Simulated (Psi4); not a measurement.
**GaCl2O (SMILES [O][Ga]([Cl])[Cl]): UDSD-PBEP86/aug-cc-pVDZ (density fitting for correlation)**

What is the vertical electron affinity of GaCl2O at UDSD-PBEP86/aug-cc-pVDZ (density fitting for correlation)? 

The calculation is run with Psi4 1.11.

1 further run of the same task is left out (set aside as unsound or not needed).

## 1. The structure to begin with

The species is GaCl2O (4 atoms), meant as a doublet with charge 0. As SMILES, `[O][Ga]([Cl])[Cl]`. Geometry: relaxed at PBE0-D4/def2-TZVP.

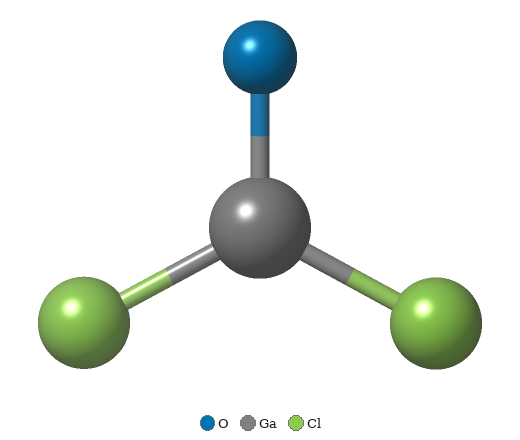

The structure, seen from a chosen angle (oxygen blue, gallium grey, chlorine green).

## 2. A single-point energy at UDSD-PBEP86/aug-cc-pVDZ (density fitting for correlation)

Contents of cl2gao.json:

```json
{
  "schema_name": "qcschema_input",
  "schema_version": 1,
  "molecule": {
    "schema_name": "qcschema_molecule",
    "schema_version": 2,
    "symbols": ["O", "Ga", "Cl", "Cl"],
    "geometry": [1.41030261, 1.99498387, 2.47950965, 0.0676522, 0.03193637, 0.06462863, 1.43694775, -3.69044615, -0.34185146, -2.8096448, 1.54919748, -2.24064827],
    "molecular_charge": 0,
    "molecular_multiplicity": 2,
    "fix_symmetry": "c1",
    "fix_com": true,
    "fix_orientation": true
  },
  "driver": "energy",
  "model": {
    "method": "dsd-pbep86",
    "basis": "aug-cc-pVDZ"
  },
  "keywords": {
    "reference": "uks",
    "puream": true,
    "e_convergence": 1e-09,
    "d_convergence": 1e-08,
    "scf_type": "pk",
    "dft_radial_points": 99,
    "dft_spherical_points": 590,
    "num_frozen_docc": 20,
    "maxiter": 100
  }
}
```

The run is started by

```console
$ psi4 --qcschema cl2gao.json -n 1 --memory 1600MB
```

stdout:

```text
[...]
  Running in c1 symmetry.
[...]
  Nuclear repulsion =  421.632953511881624
[...]
  Multiplicity = 2
[...]
  Nalpha       = 37
  Nbeta        = 36
[...]
    Number of basis functions: 113
[...]
   @UKS iter   1: -2917.55162263641387   -3.52393e+00   1.13313e-02 ADIIS/DIIS
[...]
   @UKS iter  15: -2918.58518781929297   -5.00222e-12   6.42658e-09 DIIS
[...]
   @S^2 Observed:                7.570916861E-01
[...]
    Orbital Energies [Eh]
    ---------------------
    Alpha Occupied:
       1A   -376.769755     2A   -103.703389     3A   -103.703377
       4A    -47.517093     5A    -41.988704     6A    -41.985831
       7A    -41.985087     8A    -20.156171     9A    -10.204213
      10A    -10.204195    11A     -7.768715    12A     -7.768701
      13A     -7.764998    14A     -7.764985    15A     -7.764706
      16A     -7.764693    17A     -6.204914    18A     -4.364776
      19A     -4.361203    20A     -4.358823    21A     -1.263591
      22A     -1.192346    23A     -1.190091    24A     -1.185211
      25A     -1.183355    26A     -1.157827    27A     -1.021592
      28A     -1.009058    29A     -0.600183    30A     -0.589502
      31A     -0.517918    32A     -0.503137    33A     -0.491607
      34A     -0.457709    35A     -0.450060    36A     -0.444703
[...]
  @UKS Final Energy: -2918.58518781929297
   => Energetics <=
    Nuclear Repulsion Energy =            421.6329535118816239
    One-Electron Energy =               -4897.6576744122667151
    Two-Electron Energy =                1597.1705805228414192
    DFT Exchange-Correlation Energy =     -39.7310474417493182
    Empirical Dispersion Energy =           0.0000000000000000
    VV10 Nonlocal Energy =                  0.0000000000000000
    Total Energy =                      -2918.5851878192929689
[...]
 Multipole Moments:
 ------------------------------------------------------------------------------------
     Multipole            Electronic (a.u.)      Nuclear  (a.u.)        Total (a.u.)
 ------------------------------------------------------------------------------------
 L = 1.  Multiply by 2.5417464519 to convert [e a0] to [Debye]
 Dipole X            :          9.8663590           -9.9562108           -0.0898518
 Dipole Y            :         19.3202537          -19.4513290           -0.1310752
 Dipole Z            :         21.9012703          -22.0629307           -0.1616604
 Magnitude           :                                                    0.2266895
[...]
```

The result, in JSON:

```text
{
 "driver": "energy",
 "model": {
  "method": "dsd-pbep86",
  "basis": "aug-cc-pVDZ"
 },
 "success": true,
 "return_result": -2918.8600583837165,
 "properties": {
  "calcinfo_nbasis": 113,
  "calcinfo_nmo": 113,
  "calcinfo_nalpha": 37,
  "calcinfo_nbeta": 36,
  "calcinfo_natom": 4,
  "nuclear_repulsion_energy": 421.6329535118816,
  "return_energy": -2918.8600583837165,
  "scf_one_electron_energy": -4897.657674412267,
  "scf_two_electron_energy": 1597.1705805228414,
  "scf_xc_energy": -39.73104744174932,
  "scf_dipole_moment": [-0.08985180107551116, -0.13107524534265025, -0.16166038292735863],
  "scf_total_energy": -2918.585187819293,
  "scf_iterations": 15
 }
}
```

Run time: 86 s. Hardware: 1 thread of Intel Xeon Platinum 8259CL at 2.50GHz (Skylake/Cascade Lake), shared host; peak memory 0.84 GiB.

## 3. The singlet anion at the same level

Contents of cl2gao.xyz:

```xyz
4
Cl2GaO
O      0.746300     1.055700     1.312100
Ga     0.035800     0.016900     0.034200
Cl     0.760400    -1.952900    -0.180900
Cl    -1.486800     0.819800    -1.185700
```

Contents of calc.py:

```python
import psi4

psi4.set_memory(1600000000)
psi4.set_num_threads(1)
psi4.set_output_file('run.log', False)

with open('cl2gao.xyz') as f:
    atoms = ''.join(f.readlines()[2:])
geom = psi4.geometry('-1 1\n' + atoms + 'symmetry c1\nno_reorient\nno_com')

psi4.set_options({
    'basis': 'aug-cc-pVDZ',
    'reference': 'rks',
    'puream': True,
    'e_convergence': 1e-09,
    'd_convergence': 1e-08,
    'scf_type': 'pk',
    'dft_radial_points': 99,
    'dft_spherical_points': 590,
    'num_frozen_docc': 20,
})

e = psi4.energy("DSD-PBEP86")
print(f'total energy {e:.8f} hartree = {e * 27.211386:.5f} eV')
for k, v in sorted(psi4.core.scalar_variables().items()):
    print(f'{k:45s} {v:18.10f}')
```

The run is started by

```console
$ python calc.py
```

run.log:

```text
[...]
  Running in c1 symmetry.
[...]
  Nuclear repulsion =  421.632953600936901
[...]
  Multiplicity = 1
[...]
  Nalpha       = 37
  Nbeta        = 37
[...]
    Number of basis functions: 113
[...]
   @RKS iter   1: -2917.83484254593350   -3.80715e+00   1.10756e-02 DIIS/ADIIS
[...]
   @RKS iter  14: -2918.65509256856285   -9.09495e-12   4.93425e-09 DIIS
[...]
    Orbital Energies [Eh]
    ---------------------
    Doubly Occupied:
       1A   -376.527799     2A   -103.518676     3A   -103.518662
       4A    -47.275772     5A    -41.747271     6A    -41.744535
       7A    -41.743279     8A    -19.798197     9A    -10.020888
      10A    -10.020868    11A     -7.584978    12A     -7.584963
      13A     -7.582030    14A     -7.582015    15A     -7.581640
      16A     -7.581624    17A     -5.963730    18A     -4.123290
      19A     -4.120644    20A     -4.115203    21A     -0.956274
      22A     -0.954423    23A     -0.952392    24A     -0.944963
      25A     -0.940094    26A     -0.844894    27A     -0.826169
      28A     -0.814887    29A     -0.390329    30A     -0.320343
      31A     -0.288165    32A     -0.285394    33A     -0.271198
      34A     -0.264481    35A     -0.178905    36A     -0.136270
[...]
  @RKS Final Energy: -2918.65509256856285
   => Energetics <=
    Nuclear Repulsion Energy =            421.6329536009369008
    One-Electron Energy =               -4914.0268466669913323
    Two-Electron Energy =                1613.5497060013042301
    DFT Exchange-Correlation Energy =     -39.8109055038127977
    Empirical Dispersion Energy =           0.0000000000000000
    VV10 Nonlocal Energy =                  0.0000000000000000
    Total Energy =                      -2918.6550925685628499
[...]
 Multipole Moments:
 ------------------------------------------------------------------------------------
     Multipole            Electronic (a.u.)      Nuclear  (a.u.)        Total (a.u.)
 ------------------------------------------------------------------------------------
 L = 1.  Multiply by 2.5417464519 to convert [e a0] to [Debye]
 Dipole X            :          9.2027448           -9.9562111           -0.7534662
 Dipole Y            :         18.4170452          -19.4513290           -1.0342838
 Dipole Z            :         20.7647474          -22.0629305           -1.2981831
 Magnitude           :                                                    1.8228367
[...]
```

Standard output:

```text
total energy -2918.98168356 hartree = -79429.53732 eV
CURRENT ENERGY                                  -2918.9816835639
CURRENT REFERENCE ENERGY                        -2918.6550925686
DD SOLVATION ENERGY                                 0.0000000000
DFT FUNCTIONAL TOTAL ENERGY                     -2918.6550925686
DFT TOTAL ENERGY                                -2918.9816835639
DFT VV10 ENERGY                                     0.0000000000
DFT XC ENERGY                                     -39.8109055038
DOUBLE-HYBRID CORRECTION ENERGY                    -0.3265909954
DSD-PBEP86 DOUBLE-HYBRID CORRECTION ENERGY         -0.3265909954
DSD-PBEP86 TOTAL ENERGY                         -2918.9816835639
GRID ELECTRONS ALPHA                               36.9999996446
GRID ELECTRONS BETA                                36.9999996446
GRID ELECTRONS TOTAL                               73.9999992892
NUCLEAR REPULSION ENERGY                          421.6329536009
ONE-ELECTRON ENERGY                             -4914.0268466670
PCM POLARIZATION ENERGY                             0.0000000000
PE ENERGY                                           0.0000000000
SCF ITERATION ENERGY                            -2918.6550925686
SCF ITERATIONS                                     14.0000000000
SCF TOTAL ENERGY                                -2918.6550925686
TWO-ELECTRON ENERGY                              1613.5497060013
XC GRID RADIAL POINTS                              99.0000000000
XC GRID SPHERICAL POINTS                          590.0000000000
XC GRID TOTAL POINTS                           228190.0000000000
```

It took 79 s on 1 thread of Intel Xeon Platinum 8259CL at 2.50GHz (Skylake/Cascade Lake), shared host; peak memory 0.83 GiB.

## 4. Outcome

At UDSD-PBEP86/aug-cc-pVDZ (density fitting for correlation), 20 core orbitals frozen:

```
                                                                quantity           value
                                            doublet GaCl2O: total energy  -2918.86006 Eh
doublet GaCl2O: HOMO energy (SCF part's orbitals) (highest over α and β)       -11.95 eV
 doublet GaCl2O: LUMO energy (SCF part's orbitals) (lowest over α and β)        -0.98 eV
                                                    doublet GaCl2O: ⟨S²⟩           0.757
                                             singlet anion: total energy  -2918.98168 Eh
                        singlet anion: HOMO energy (SCF part's orbitals)        -3.64 eV
                        singlet anion: LUMO energy (SCF part's orbitals)         3.47 eV
    singlet anion: HOMO–LUMO gap (to an unbound level, set by the basis)         7.11 eV
                       vertical electron affinity (to the singlet anion)        3.310 eV
```

What this shows: At fixed nuclei the extra electron is bound by 3.31 eV (76 kcal/mol).
